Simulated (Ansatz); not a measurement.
```yaml
crystal:
  periodic: [false, false, false]
  atoms:
    - {symbol: Al, position_ang: [-0.814982, -0.142824, -0.804082]}
    - {symbol: H, position_ang: [0.636333, 0.447509, -1.300417]}
    - {symbol: H, position_ang: [-1.129867, -1.589369, -1.367624]}
    - {symbol: H, position_ang: [-1.941761, 0.969541, -0.640150]}
    - {symbol: H, position_ang: [0.655779, -0.183784, 1.182735]}
    - {symbol: O, position_ang: [-0.299704, -0.400460, 1.075897]}
    - {symbol: H, position_ang: [1.607056, 0.440008, -0.348856]}
    - {symbol: F, position_ang: [2.092892, 0.346347, 0.489461]}
    - {symbol: H, position_ang: [-0.805745, 0.113034, 1.713133]}
basis:
  gaussian: {orbitals: def2-TZVPP}
hamiltonian: {xc: lda}
```

What structure does this define?

Formula AlFH₆O. Judged by distances it falls into 2 fragments: AlH5O, HF. The point group is C1. Coordination, clear cases only: 1 O trigonal pyramidal.

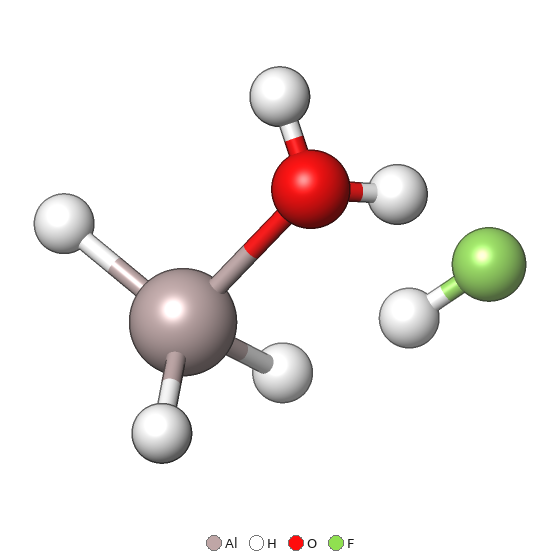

Simulated data, not a measurement (program: Ansatz).
